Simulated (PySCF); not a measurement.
# CH₅FOSi: NMR shifts at several levels of theory, part 2 of 2

PySCF 2.14.0. Atoms count from 0. The steps go on from the part before.

## (9) NMR shieldings: KT3/pcSseg-2

The job: settings as JSON, then the geometry in Å.

```
{"job": {"kind": "nmr", "xc": "KT3", "basis": "pcSseg-2", "pop": false}, "charge": 0, "multiplicity": 1}
C     -1.403256    -0.061069    -0.665947
O     -0.151863     0.572251    -0.690250
Si     1.226380     0.007352     0.003072
F      1.775034    -1.286586    -0.807357
H     -2.178911     0.677316    -0.917453
H     -1.638263    -0.479838     0.330029
H     -1.452791    -0.879370    -1.404082
H      2.233989     1.086617    -0.095603
H      0.964890    -0.449793     1.396318
```

Level: GIAO KT3/pcSseg-2 NMR shielding, non-relativistic, gas phase.

Output:

```text
coarse grid: 7984 points
cycle   1  E = -510.7691939125  dE =  2.896e-01  |g| = 1.027e+00  |ddm| = 2.017e+00
cycle   2  E = -509.9711279018  dE =  7.981e-01  |g| = 2.273e+00  |ddm| = 2.183e+00
cycle   3  E = -510.9437914114  dE = -9.727e-01  |g| = 1.408e-01  |ddm| = 1.842e+00
cycle   4  E = -510.9455651195  dE = -1.774e-03  |g| = 1.288e-01  |ddm| = 1.538e-01
cycle   5  E = -510.9482214336  dE = -2.656e-03  |g| = 3.035e-02  |ddm| = 7.067e-02
cycle   6  E = -510.9483829588  dE = -1.615e-04  |g| = 3.749e-03  |ddm| = 1.885e-02
cycle   7  E = -510.9483854935  dE = -2.535e-06  |g| = 2.085e-03  |ddm| = 4.103e-03
final grid: 72808 points
cycle   8  E = -510.9630171995  dE = -2.345e-04  |g| = 2.809e-02  |ddm| = 4.960e-02
cycle   9  E = -510.9626763875  dE =  3.408e-04  |g| = 5.288e-02  |ddm| = 3.450e-02
cycle  10  E = -510.9631202934  dE = -4.439e-04  |g| = 4.880e-03  |ddm| = 2.569e-02
cycle  11  E = -510.9631235522  dE = -3.259e-06  |g| = 1.866e-03  |ddm| = 3.453e-03
cycle  12  E = -510.9631242095  dE = -6.574e-07  |g| = 2.720e-04  |ddm| = 1.128e-03
cycle  13  E = -510.9631242196  dE = -1.012e-08  |g| = 1.220e-04  |ddm| = 2.181e-04
cycle  14  E = -510.9631242229  dE = -3.267e-09  |g| = 2.310e-05  |ddm| = 7.386e-05
cycle  15  E = -510.9631242230  dE = -1.318e-10  |g| = 3.942e-06  |ddm| = 2.284e-05
converged SCF energy = -510.9631242230

GIAO shielding tensors (ppm)
atom      isotropic    diamagn.    paramagn.     s11        s22        s33       span
  0 C      125.152     238.738    -113.586     96.235     98.891    180.331     84.097
  1 O      268.936     391.130    -122.194    173.574    298.535    334.700    161.126
  2 Si     385.040     878.094    -493.054    368.441    382.851    403.827     35.386
  3 F      326.325     469.702    -143.377    249.503    347.537    381.935    132.432
  4 H       27.528      27.974      -0.446     23.922     25.466     33.197      9.275
  5 H       27.650      30.028      -2.378     24.591     25.394     32.964      8.373
  6 H       27.431      28.664      -1.232     23.552     25.510     33.232      9.680
  7 H       26.572      28.692      -2.120     23.414     24.528     31.774      8.359
  8 H       26.360      29.830      -3.470     23.481     24.625     30.973      7.491
```

Wall time 18 s (1 thread of Arm Neoverse V2, shared host); peak memory 0.87 GiB.

In short: δ C0 56.2, O1 54.9, Si2 -26.8, F3 -179.4, H7 4.89, H4 3.82 ppm (means over like atoms).

## (10) NMR shieldings: B97-D/pcSseg-2

Settings changed since step 9:

```diff
@@ -1,2 +1,2 @@
-{"job": {"kind": "nmr", "xc": "KT3", "basis": "pcSseg-2", "pop": false}, "charge": 0, "multiplicity": 1}
+{"job": {"kind": "nmr", "xc": "B97-D", "basis": "pcSseg-2", "pop": false}, "charge": 0, "multiplicity": 1}
 C     -1.403256    -0.061069    -0.665947
```

Method: GIAO B97-D/pcSseg-2 NMR shielding, non-relativistic, gas phase.

Output:

```text
coarse grid: 7984 points
cycle   1  E = -505.5880735117  dE =  2.662e-01  |g| = 9.913e-01  |ddm| = 2.070e+00
cycle   2  E = -504.8637570714  dE =  7.243e-01  |g| = 2.193e+00  |ddm| = 1.969e+00
cycle   3  E = -505.7465150583  dE = -8.828e-01  |g| = 1.556e-01  |ddm| = 1.647e+00
cycle   4  E = -505.7486699965  dE = -2.155e-03  |g| = 1.412e-01  |ddm| = 1.546e-01
cycle   5  E = -505.7517268175  dE = -3.057e-03  |g| = 2.646e-02  |ddm| = 6.991e-02
cycle   6  E = -505.7518476169  dE = -1.208e-04  |g| = 3.860e-03  |ddm| = 1.636e-02
cycle   7  E = -505.7518500787  dE = -2.462e-06  |g| = 2.207e-03  |ddm| = 3.691e-03
final grid: 72808 points
cycle   8  E = -505.7478890020  dE = -8.099e-05  |g| = 1.877e-02  |ddm| = 3.297e-02
cycle   9  E = -505.7477524390  dE =  1.366e-04  |g| = 3.538e-02  |ddm| = 2.184e-02
cycle  10  E = -505.7479348060  dE = -1.824e-04  |g| = 2.244e-03  |ddm| = 1.569e-02
cycle  11  E = -505.7479352239  dE = -4.180e-07  |g| = 1.232e-03  |ddm| = 1.522e-03
cycle  12  E = -505.7479355057  dE = -2.818e-07  |g| = 1.216e-04  |ddm| = 6.684e-04
cycle  13  E = -505.7479355075  dE = -1.758e-09  |g| = 6.627e-05  |ddm| = 8.340e-05
cycle  14  E = -505.7479355084  dE = -9.601e-10  |g| = 6.420e-06  |ddm| = 3.521e-05
converged SCF energy = -505.7479355084

GIAO shielding tensors (ppm)
atom      isotropic    diamagn.    paramagn.     s11        s22        s33       span
  0 C      122.279     239.644    -117.365     92.987     96.052    177.799     84.812
  1 O      272.513     391.824    -119.311    177.117    302.460    337.963    160.846
  2 Si     368.987     876.663    -507.675    351.363    367.924    387.675     36.312
  3 F      327.854     468.702    -140.848    253.272    348.673    381.616    128.344
  4 H       27.521      28.143      -0.622     23.913     25.497     33.152      9.239
  5 H       27.653      29.892      -2.239     24.587     25.401     32.971      8.384
  6 H       27.439      28.676      -1.238     23.589     25.509     33.217      9.628
  7 H       26.563      28.727      -2.164     23.401     24.529     31.758      8.358
  8 H       26.338      29.778      -3.440     23.472     24.613     30.929      7.458
```

It took 17 s on 1 thread of Arm Neoverse V2, shared host; peak memory 0.68 GiB.

Key values: δ C0 56.7, O1 52.7, Si2 -32.4, F3 -173.7, H7 4.95, H4 3.86 ppm (means over like atoms).

## (11) Nuclear shieldings: B3LYP/pcSseg-2

Settings changed since step 10:

```diff
@@ -1,2 +1,2 @@
-{"job": {"kind": "nmr", "xc": "B97-D", "basis": "pcSseg-2", "pop": false}, "charge": 0, "multiplicity": 1}
+{"job": {"kind": "nmr", "xc": "B3LYP", "basis": "pcSseg-2", "pop": false}, "charge": 0, "multiplicity": 1}
 C     -1.403256    -0.061069    -0.665947
```

With the program's defaults for keys left out, this is: GIAO B3LYP/pcSseg-2 NMR shielding, non-relativistic, gas phase.

Output:

```text
coarse grid: 7984 points
cycle   1  E = -505.7830764589  dE =  2.425e-01  |g| = 8.909e-01  |ddm| = 2.031e+00
cycle   2  E = -505.4899683203  dE =  2.931e-01  |g| = 1.574e+00  |ddm| = 1.236e+00
cycle   3  E = -505.9104560299  dE = -4.205e-01  |g| = 8.703e-02  |ddm| = 8.911e-01
cycle   4  E = -505.9111754818  dE = -7.195e-04  |g| = 6.639e-02  |ddm| = 6.629e-02
cycle   5  E = -505.9118248319  dE = -6.494e-04  |g| = 1.271e-02  |ddm| = 3.078e-02
cycle   6  E = -505.9118478617  dE = -2.303e-05  |g| = 1.422e-03  |ddm| = 6.063e-03
cycle   7  E = -505.9118482329  dE = -3.712e-07  |g| = 6.003e-04  |ddm| = 1.373e-03
final grid: 72808 points
cycle   8  E = -505.9098005636  dE = -4.218e-05  |g| = 4.355e-03  |ddm| = 1.776e-02
cycle   9  E = -505.9097987133  dE =  1.850e-06  |g| = 5.232e-03  |ddm| = 4.627e-03
cycle  10  E = -505.9098044417  dE = -5.728e-06  |g| = 5.821e-04  |ddm| = 2.534e-03
cycle  11  E = -505.9098044828  dE = -4.107e-08  |g| = 3.033e-04  |ddm| = 4.281e-04
cycle  12  E = -505.9098044996  dE = -1.682e-08  |g| = 5.913e-05  |ddm| = 1.735e-04
cycle  13  E = -505.9098045001  dE = -5.298e-10  |g| = 1.459e-05  |ddm| = 3.960e-05
converged SCF energy = -505.9098045001

GIAO shielding tensors (ppm)
atom      isotropic    diamagn.    paramagn.     s11        s22        s33       span
  0 C      123.360     236.644    -113.284     94.316     97.409    178.355     84.040
  1 O      276.558     391.419    -114.861    179.068    307.996    342.611    163.544
  2 Si     357.319     875.179    -517.860    337.401    360.189    374.368     36.967
  3 F      330.736     468.794    -138.059    256.616    351.404    384.187    127.571
  4 H       27.546      28.297      -0.751     23.862     25.559     33.216      9.355
  5 H       27.732      29.646      -1.914     24.600     25.568     33.027      8.427
  6 H       27.509      28.673      -1.163     23.626     25.645     33.257      9.631
  7 H       26.609      28.533      -1.923     23.416     24.548     31.864      8.447
  8 H       26.427      29.427      -3.000     23.576     24.672     31.033      7.457
```

It took 12 s on 1 thread of Arm Neoverse V2, shared host; peak memory 0.95 GiB.

This run: δ C0 55.8, O1 49.3, Si2 -32.7, F3 -161.0, H7 4.87, H4 3.79 ppm (means over like atoms).

## (12) Run by run: NMR shifts

Shifts (ppm), means over like atoms, with basis size and wall time:

| run | C0 | H7 | H4 | O1 | Si2 | F3 | functions | time |
| --- | --- | --- | --- | --- | --- | --- | --- | --- |
| HF/pcSseg-2 | 50.1 | 4.39 | 3.50 | 11.2 | -37.5 | -120.8 | 221 | 6.6 s |
| LDA/pcSseg-2 | 57.6 | 5.43 | 3.93 | 68.1 | -15.5 | -173.1 | 221 | 14 s |
| PBE/pcSseg-2 | 57.2 | 5.17 | 3.87 | 61.3 | -24.0 | -174.7 | 221 | 17 s |
| BLYP/pcSseg-2 | 57.4 | 5.05 | 3.91 | 62.2 | -34.2 | -175.4 | 221 | 17 s |
| BP86/pcSseg-2 | 57.3 | 5.16 | 3.86 | 58.5 | -25.7 | -174.4 | 221 | 17 s |
| OPBE/pcSseg-2 | 56.4 | 5.05 | 3.77 | 53.1 | -19.7 | -173.1 | 221 | 18 s |
| KT2/pcSseg-2 | 56.6 | 5.13 | 3.87 | 59.3 | -20.7 | -181.0 | 221 | 18 s |
| KT3/pcSseg-2 | 56.2 | 4.89 | 3.82 | 54.9 | -26.8 | -179.4 | 221 | 18 s |
| B97-D/pcSseg-2 | 56.7 | 4.95 | 3.86 | 52.7 | -32.4 | -173.7 | 221 | 17 s |
| B3LYP/pcSseg-2 | 55.8 | 4.87 | 3.79 | 49.3 | -32.7 | -161.0 | 221 | 12 s |

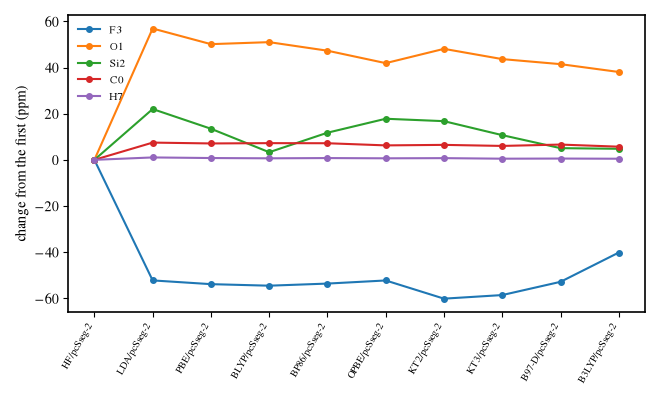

How five of the tabulated atoms move from run to run.

## (13) What came out

The summary covers parts 1 to 2.

```
                                                            quantity                 value
                                13C shifts against TMS (HF/pcSseg-2)              50.1 ppm
1H shifts against TMS (HF/pcSseg-2, means over atoms taken as alike)        4.39, 3.50 ppm
                                17O shifts against H2O (HF/pcSseg-2)              11.2 ppm
                               29Si shifts against TMS (HF/pcSseg-2)             -37.5 ppm
                              19F shifts against CFCl3 (HF/pcSseg-2)            -120.8 ppm
                                            range of the shift of F3  -181.0 to -120.8 ppm
```

Single values in the summary come from the first run of each kind that ended normally (HF/pcSseg-2), which need not be the best level. At HF/pcSseg-2: The widest tensor belongs to O1: span 137 ppm, with a paramagnetic part of -77 ppm. In ppm, F3 moves most: its shift spreads over 60.1 ppm, from -181.0 (KT2/pcSseg-2) to -120.8 (HF/pcSseg-2).
